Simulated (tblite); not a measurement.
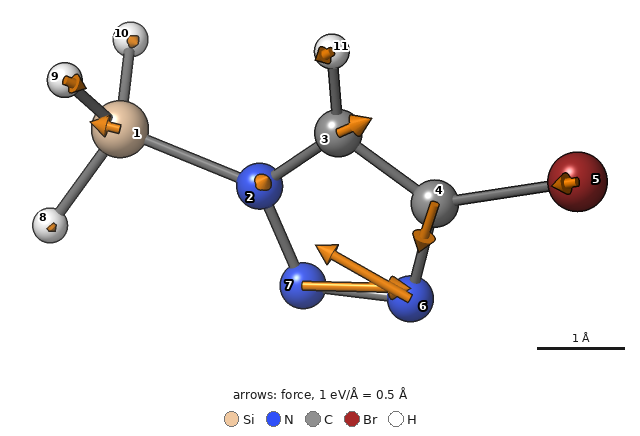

Starting geometry of C2H4BrN3Si with the computed forces as orange arrows. Style: ball-and-stick. Shown at a tilt.

Level of theory: tblite, GFN2-xTB geometry optimisation, gas phase. 

Q: What follows when this structure is relaxed?

A: It isn't relaxed: the largest force vector, on N7, is 2.74 eV/Å. The final displacements follow the starting forces only in part (cosine between the two patterns 0.33). After 35 geometry steps the energy has fallen by 6.03 kcal/mol. H8 moves most after the best rigid fit: 0.20 Å. By element the largest moves are H 0.20 Å, Br 0.16 Å, N 0.13 Å, C 0.09 Å, Si 0.05 Å. Among the contacts that change: N6–N7 1.337 → 1.270 Å, C4–Br5 1.903 → 1.867 Å, Si1–H9 1.491 → 1.462 Å, C4–N6 1.374 → 1.348 Å. Bond angles that change, for instance: Si1–N2–C3 123.6° → 131.6°, N2–Si1–H9 112.2° → 104.6°, C4–C3–H11 124.7° → 132.1°. The run took 0.18 s on 1 thread of Arm Neoverse V2 (shared host).
